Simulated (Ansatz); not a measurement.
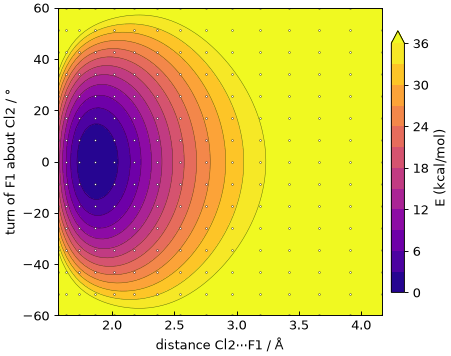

The pair F···Cl₂, charge −1. The turn is about an axis along (−0.48, −0.87, −0.05) in the frame of the relaxed pair, normal to the line between the partners. First axis: distance Cl2···F1. Second axis: turn of F1 about Cl2. The scan uses a 15 × 15 grid; 218 points were computed and 7 follow by symmetry. Points are written as (first, second). All energies are given in kcal/mol relative to the lowest grid point. Theory: RKS PBE0-D4/def2-TZVPD in Ansatz.

Drawn: filled contours, dots at the grid points, one colour for all values above the top of the scale. Between grid points the surface is interpolated.

Estimate the position of the minimum and the force constants in these coordinates.

The interpolated minimum is at distance Cl2···F1 ≈ 1.865 Å, turn of F1 about Cl2 ≈ 0.0°. The curvatures there are about 9.8 eV/Å² and 3.9 eV/rad², with a cross term of about 0 eV/(Å·rad). Round the minimum the two coordinates are nearly uncoupled. (1 eV is 23.1 kcal/mol.)
